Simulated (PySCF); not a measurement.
# Te3: structure of the singlet

Where does singlet Te3 go from a linear chain start, is the end point a minimum, and what are its modes, charges and moments?

Program: PySCF 2.14.0. Level of theory: B3LYP, basis Te def2-TZVP with ECP28, scalar-relativistic core potentials, no spin–orbit coupling, density fitting. These are calculated values, not measurements.

### Step 1. The system as given

3 atoms, charge 0, spin multiplicity 1.

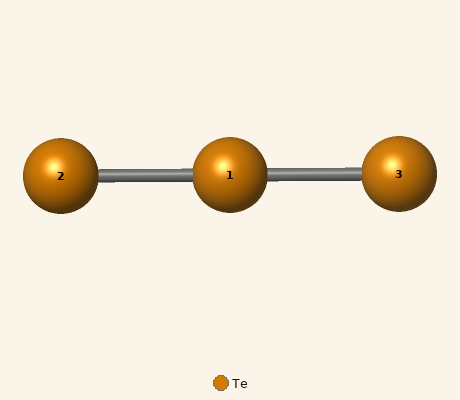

As it starts; tellurium orange; atoms are numbered from 1 in the order of the file.

```xyz
3
charge 0 multiplicity 1
Te    0.0000    0.0000    0.0000
Te    0.0000    0.0000    2.5840
Te    0.0000    0.0000   -2.5840
```

### Step 2. Finding the electronic state

The steps below are one call of a driver around PySCF. For each, scf.py gives the equivalent set-up of the SCF; relaxations use the driver's own optimiser. After this first run the driver tries any further starts and a stability analysis.

scf.py reads:

```python
from pyscf import gto, scf, dft
mol = gto.M(atom='''
Te     0.000000     0.000000     0.000000
Te     0.000000     0.000000     2.584000
Te     0.000000     0.000000    -2.584000''',
    basis={'Te': 'def2-TZVP'},
    ecp={'Te': 'def2-TZVP'},
    charge=0, spin=0)
mf = dft.RKS(mol, xc='B3LYP')
mf.grids.atom_grid = (50, 194)
aux = {'Te': 'def2-universal-JKFIT'}
mf = mf.density_fit(auxbasis=aux)
mf.conv_tol = 1e-08
mf.diis_space = 10
mf.max_cycle = 60
mf.init_guess = 'huckel'
mf.verbose = 4
mf.kernel()
```

Launch:

```sh
OMP_NUM_THREADS=4 python axn.py task.json out
```

Log:

```text
init E= -804.016885679833
  HOMO = -0.254623356310743  LUMO = -0.251270727635077  gap/eV = 0.09123
cycle= 1 E= -803.694301061547  delta_E= 0.323  |g|= 1.55  |ddm|= 3.24
  HOMO = -0.0918752406845735  LUMO = 0.0136917187525176  gap/eV = 2.87262
cycle= 2 E= -801.295141967245  delta_E=  2.4  |g|= 3.11  |ddm|= 5.12
  HOMO = -0.174337686406083  LUMO = -0.157382675194551  gap/eV = 0.46137
cycle= 3 E= -804.275609603303  delta_E= -2.98  |g|= 0.268  |ddm|= 4.31
  HOMO = -0.189765679638006  LUMO = -0.186626503033483  gap/eV = 0.08542
cycle= 4 E= -804.163921900091  delta_E= 0.112  |g|= 0.629  |ddm|= 3.09
cycle= 5 E= -804.302830930178  delta_E= -0.139  |g|= 0.0644  |ddm|= 3.07
  HOMO = -0.185769231082644  LUMO = -0.175243270149499  gap/eV = 0.28643
cycle= 6 E= -804.303707630854  delta_E= -0.000877  |g|= 0.0314  |ddm|= 0.132
  HOMO = -0.189716820585788  LUMO = -0.174446009646136  gap/eV = 0.41554
cycle= 7 E= -804.303899675344  delta_E= -0.000192  |g|= 0.00562  |ddm|= 0.045
  HOMO = -0.189922064979786  LUMO = -0.174244626512818  gap/eV = 0.42660
cycle= 8 E= -804.3039056897  delta_E= -6.01e-06  |g|= 0.000942  |ddm|= 0.00842
  HOMO = -0.189988716276033  LUMO = -0.174247245322285  gap/eV = 0.42835
cycle= 9 E= -804.303905806473  delta_E= -1.17e-07  |g|= 0.000302  |ddm|= 0.00127
  HOMO = -0.189984602293794  LUMO = -0.17422979924376  gap/eV = 0.42871
cycle= 10 E= -804.303905843437  delta_E= -3.7e-08  |g|= 3.49e-05  |ddm|= 0.000509
  HOMO = -0.189981464520462  LUMO = -0.17422803183324  gap/eV = 0.42867
cycle= 11 E= -804.303905843791  delta_E= -3.54e-10  |g|= 6.73e-06  |ddm|= 7.42e-05
  HOMO = -0.18998267784455  LUMO = -0.174228833176369  gap/eV = 0.42868
Extra cycle  E= -804.303905843722  delta_E= 6.93e-11  |g|= 1.66e-05  |ddm|= 3.2e-05
converged SCF energy = -804.303905843722
```

This step, with its further starts and checks, took 16 s on 4 threads of Arm Neoverse V2, shared host.

Energies from each starting density:

| start | energy (Eh) |
| --- | --- |
| the minimal-basis guess | -804.303906 |
| a thermally smeared density | -804.319959 |
| a smeared PBE density | -804.319959 |

This is not the lowest solution: one lies 42.1 kJ/mol lower, at -804.31996 Eh, and the relaxation starts from that.

### Step 3. Linear chain start, singlet: relaxation

The program finds D∞h symmetry in the start, which this walk keeps. The walk stops when the largest gradient is under 0.0003 Eh/bohr and the energy has settled too.

scf.py, as its differences from that of step 2:

```diff
@@ -16 +15,0 @@
-mf.init_guess = 'huckel'
```

Steps of the walk:

| step | energy (Eh) | change (kJ/mol) | largest symmetric gradient (Eh/bohr) |
| --- | --- | --- | --- |
| 0 | -804.319959 | 0.00 | 0.03719 |
| 1 | -804.328376 | -22.10 | 0.00734 |
| 2 | -804.328796 | -23.20 | 0.00149 |
| 3 | -804.328815 | -23.25 | 0.00009 |
| 4 | -804.328815 | -23.25 | 0.00000 |

The walk took 15 s.

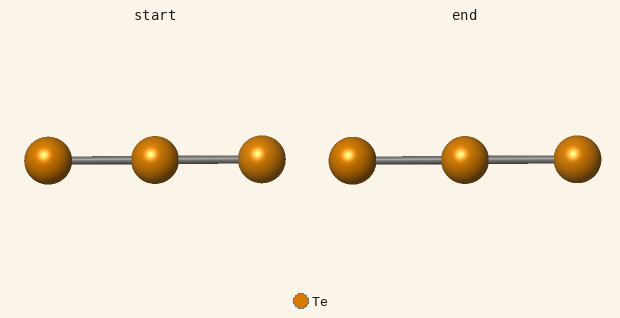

The geometry along the walk, at one scale.

After 4 steps and 23.3 kJ/mol it ends at D∞h: Te–Te 2.720 Å (×2); Te–Te–Te 180.0°.

### Step 4. Vibrations and properties at this point

The point is checked on the finer grid, and tightened if its gradient asks for it. The Hessian and the dipole derivatives come from central differences of analytic gradients, with steps of 0.02 bohr.

scf.py, as its differences from that of step 3:

```diff
@@ -3,3 +3,3 @@
-Te     0.000000     0.000000     0.000000
-Te     0.000000     0.000000     2.584000
-Te     0.000000     0.000000    -2.584000''',
+Te    -0.000000     0.000000    -0.000000
+Te    -0.000000     0.000000     2.721078
+Te     0.000000     0.000000    -2.721078''',
@@ -10 +10 @@
-mf.grids.atom_grid = (50, 194)
+mf.grids.atom_grid = (75, 302)
@@ -13 +13 @@
-mf.conv_tol = 1e-08
+mf.conv_tol = 1e-10
```

The driver hands on the density of the step before, so the log starts near convergence.

Log of the central SCF (cycles and frontier levels):

```text
init E= -804.328750257694
  HOMO = -0.207828517184343  LUMO = -0.172599035438358  gap/eV = 0.95864
cycle= 1 E= -804.32875025769  delta_E= 4.09e-12  |g|= 1.67e-06  |ddm|= 2.81e-06
  HOMO = -0.207828500586379  LUMO = -0.172599145525847  gap/eV = 0.95864
Extra cycle  E= -804.328750257676  delta_E= 1.39e-11  |g|= 6.41e-06  |ddm|= 1.04e-05
converged SCF energy = -804.328750257676
```

The whole step took 33 s.

Geometry: D∞h; Te–Te 2.721 Å (×2); Te–Te–Te 180.0°.

Harmonic modes (main isotopes):

| symmetry | ω (cm⁻¹) | IR (km/mol) | μ (u) | type |
| --- | --- | --- | --- | --- |
| πu | 190i | 17.8 | 129.91 | bend |
| σg+ | 150 | 0.0 | 129.91 | stretch |
| σu+ | 185 | 44.4 | 129.91 | stretch |

2 modes are imaginary, the largest at 190i cm⁻¹: a saddle point, not a minimum.

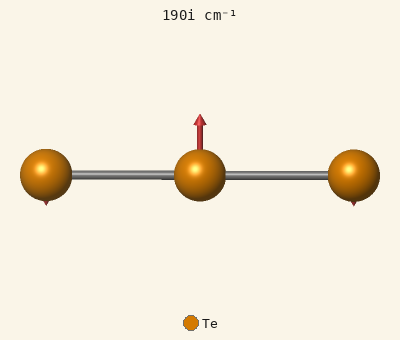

The imaginary mode, as arrows.

Constants and moments:

```yaml
Dipole_moment: 0.00 D
Highest_occupied_level: -5.66 eV
Lowest_empty_level: -4.70 eV
Rotational_constants: 0.008763 cm⁻¹
Zero-point_energy_real_modes: 2.0 kJ/mol
Principal_polarisabilities: 75.8, 75.8, 343.4 bohr³
Atomisation_energy_without_zero-point_energy: 281 kJ/mol
Principal_traceless_quadrupole_moments_about_the_centre_of_mass: -5.09, 2.55, 2.55 D Å
```

Populations by atom (charges in e):

```json
{"atom": "Te1", "Mulliken": "0.25", "Löwdin": "0.10", "polar tensor": "1.25", "Mayer order to Te1": "–"}
{"atom": "Te2,3", "Mulliken": "-0.12", "Löwdin": "-0.05", "polar tensor": "-0.63", "Mayer order to Te1": "1.67"}
```

Outer orbital energies (eV). occupied: -16.89, -15.27, -9.54, -8.13, -8.13, -6.50, -6.50, -5.66; empty: -4.70, -4.70, -0.87, 2.27.

Mulliken populations on Te1 (outside its core potential): s 3.96, p 9.48, d 10.30, f 0.01.

### Step 5. Leaving the saddle point

The atoms are moved a little along the softest imaginary mode and relaxed again.

The program finds C2v symmetry in the start, which this walk keeps. The walk stops when the largest gradient is under 0.0003 Eh/bohr and the energy has settled too.

scf.py, as its differences from that of step 4:

```diff
@@ -3,3 +3,3 @@
-Te    -0.000000     0.000000    -0.000000
-Te    -0.000000     0.000000     2.721078
-Te     0.000000     0.000000    -2.721078''',
+Te     0.000000     0.120000    -0.000000
+Te    -0.000000    -0.060000     2.721078
+Te    -0.000000    -0.060000    -2.721078''',
@@ -10 +10 @@
-mf.grids.atom_grid = (75, 302)
+mf.grids.atom_grid = (50, 194)
@@ -13 +13 @@
-mf.conv_tol = 1e-10
+mf.conv_tol = 1e-08
```

Energy and gradient, step by step:

| step | energy (Eh) | change (kJ/mol) | largest symmetric gradient (Eh/bohr) |
| --- | --- | --- | --- |
| 0 | -804.334005 | 0.00 | 0.02422 |
| 1 | -804.350725 | -43.90 | 0.02166 |
| 2 | -804.363197 | -76.64 | 0.03009 |
| 3 | -804.369856 | -94.12 | 0.03002 |
| 4 | -804.384531 | -132.65 | 0.01721 |
| 5 | -804.388865 | -144.03 | 0.00780 |
| 6 | -804.389227 | -144.98 | 0.00297 |
| 7 | -804.389276 | -145.11 | 0.00006 |

The walk took 26 s.

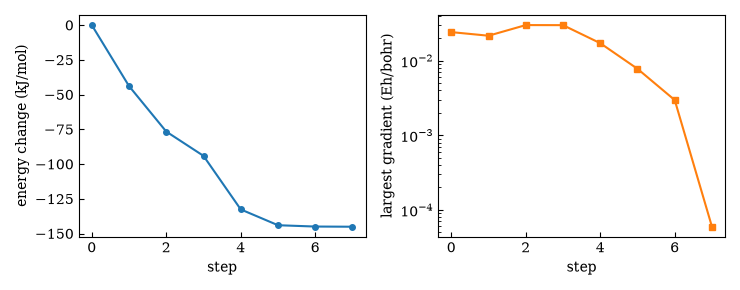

How energy and gradient fall.

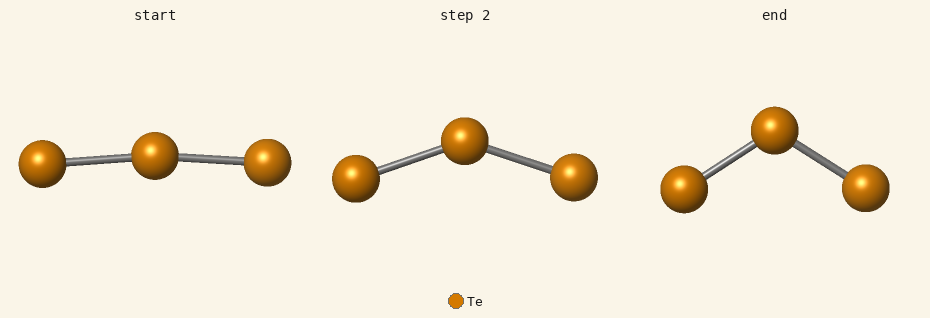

Start and end of the relaxation, with a step between.

After 7 steps and 145.1 kJ/mol it ends at C2v: Te–Te 2.610 Å (×2); Te–Te–Te 114.7°.

### Step 6. Hessian and properties

As before: finer grid, then central differences.

scf.py, as its differences from that of step 5:

```diff
@@ -3,3 +3,3 @@
-Te     0.000000     0.120000    -0.000000
-Te    -0.000000    -0.060000     2.721078
-Te    -0.000000    -0.060000    -2.721078''',
+Te     0.000000     0.933409    -0.000000
+Te    -0.000000    -0.466705     2.203098
+Te    -0.000000    -0.466705    -2.203098''',
@@ -10 +10 @@
-mf.grids.atom_grid = (50, 194)
+mf.grids.atom_grid = (75, 302)
@@ -13 +13 @@
-mf.conv_tol = 1e-08
+mf.conv_tol = 1e-10
```

Log of the central SCF (cycles and frontier levels):

```text
init E= -804.388830523154
  HOMO = -0.228056809088834  LUMO = -0.166325742003849  gap/eV = 1.67979
cycle= 1 E= -804.388830523069  delta_E= 8.53e-11  |g|= 1.83e-05  |ddm|= 3.22e-05
  HOMO = -0.228058860943249  LUMO = -0.166325454565058  gap/eV = 1.67985
cycle= 2 E= -804.388830522489  delta_E= 5.79e-10  |g|= 4.5e-05  |ddm|= 7.92e-05
  HOMO = -0.228057650763643  LUMO = -0.166325902822026  gap/eV = 1.67981
cycle= 3 E= -804.388830523166  delta_E= -6.76e-10  |g|= 5.57e-06  |ddm|= 5.92e-05
  HOMO = -0.228057520555904  LUMO = -0.166325766075933  gap/eV = 1.67981
cycle= 4 E= -804.38883052317  delta_E= -4.55e-12  |g|= 2.77e-06  |ddm|= 9.02e-06
  HOMO = -0.22805750529507  LUMO = -0.166325738713977  gap/eV = 1.67981
Extra cycle  E= -804.388830523084  delta_E= 8.64e-11  |g|= 1.37e-05  |ddm|= 2.63e-05
converged SCF energy = -804.388830523084
```

The whole step took 44 s on 4 threads of Arm Neoverse V2, shared host.

Geometry: C2v; Te–Te 2.610 Å (×2); Te–Te–Te 115.1°.

Modes, for the most abundant isotopes:

```tsv
symmetry	ω (cm⁻¹)	IR (km/mol)	μ (u)	type
a1	68	0.1	129.91	bend
a1	209	0.1	129.91	stretch
b2	236	19.5	129.91	stretch
```

No imaginary mode, so this is a minimum.

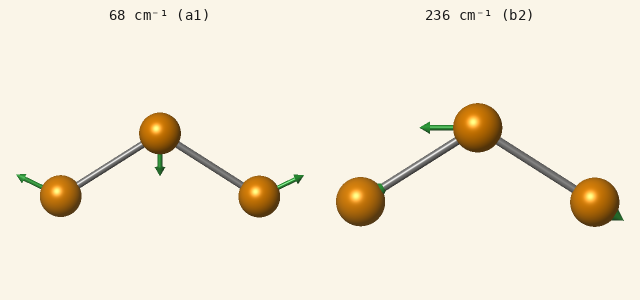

Displacements of 2 of the modes, as arrows (one member where a mode is degenerate).

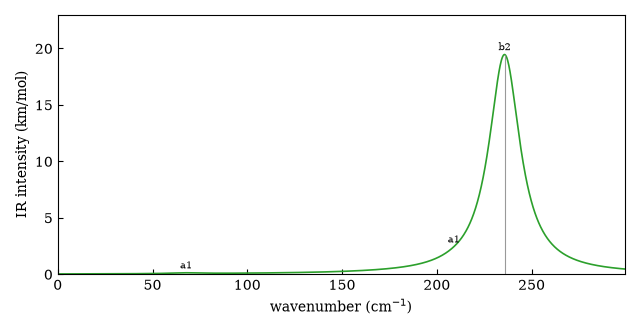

The harmonic infrared spectrum (widths in cm⁻¹). Lines are broadened to a width of 20 cm⁻¹ (Lorentzian).

Constants and moments:

```
Dipole moment                                                   : 0.94 D
Highest occupied level                                          : -6.21 eV
Lowest empty level                                              : -4.53 eV
Rotational constants                                            : 0.0993, 0.01337, 0.01178 cm⁻¹
Zero-point energy                                               : 3.1 kJ/mol
Principal polarisabilities                                      : 68.0, 95.0, 234.6 bohr³
Atomisation energy without zero-point energy                    : 439 kJ/mol
Principal traceless quadrupole moments about the centre of mass : -0.53, -0.50, 1.03 D Å
Entropy at 298.15 K and 1 bar                                   : 341.2 J/(mol K)
Heat capacity Cp at 298.15 K                                    : 56.6 J/(mol K)
Enthalpy at 298.15 K above 0 K                                  : 14.78 kJ/mol
Rotational symmetry number                                      : 2
```

Populations by atom (charges in e):

```tsv
atom	Mulliken	Löwdin	polar tensor	Mayer order to Te1
Te1	0.22	0.18	0.50	–
Te2,3	-0.11	-0.09	-0.25	1.62
```

Mulliken populations on Te1 (outside its core potential): s 3.90, p 9.62, d 10.24, f 0.02.

### Step 7. Would spin polarisation lower it?

At the lowest minimum the closed shell is tested against spin polarisation, on the (50, 194) grid. It is unstable: an open-shell solution lies lower. That solution was not followed to a minimum here.

### Step 8. All stationary points

| spin | group | bonds | imaginary modes (cm⁻¹) | ΔE (kJ/mol) | with zero-point energy |
| --- | --- | --- | --- | --- | --- |
| singlet | C2v | Te–Te 2.610 Å (×2) | none | 0.0 | 0.0 |
| singlet | D∞h | Te–Te 2.721 Å (×2) | 190i, 190i | 157.7 | – |

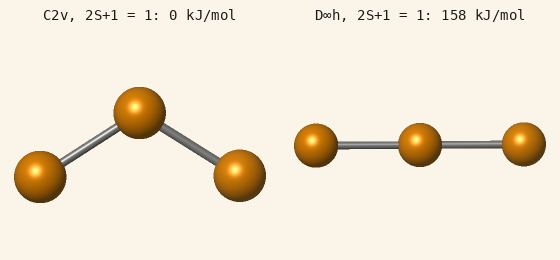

The points, lowest first (tellurium orange).

### Step 9. Outcome

| quantity | value |
| --- | --- |
| minimum | singlet, C2v (closed shell, unstable towards spin polarisation) |
| geometry | Te–Te 2.610 Å (×2); Te–Te–Te 115.1° |
| wavenumbers (cm⁻¹) | 68 (a1), 209 (a1), 236 (b2) |
| dipole moment | 0.94 D |
| highest occupied, lowest empty level | -6.21, -4.53 eV |
| polar-tensor charge of Te1 | +0.50 e |
| zero-point energy | 3.1 kJ/mol |

The linear chain start (D∞h) ends in a minimum of C2v symmetry, after a stop at a second-order saddle point 157.7 kJ/mol higher, from which it was pushed off along an imaginary mode. In the infrared the band at 236 cm⁻¹ (b2, stretch) leads. The first SCF alone would have been 42 kJ/mol too high. Only this shape and spin were tried, so other structures or states may lie lower. A stability analysis at the minimum finds the closed shell unstable towards spin polarisation: an open-shell solution lies lower, and these values are not those of the lowest state. Spin–orbit coupling is left out.

The search up to here took 2.3 min.
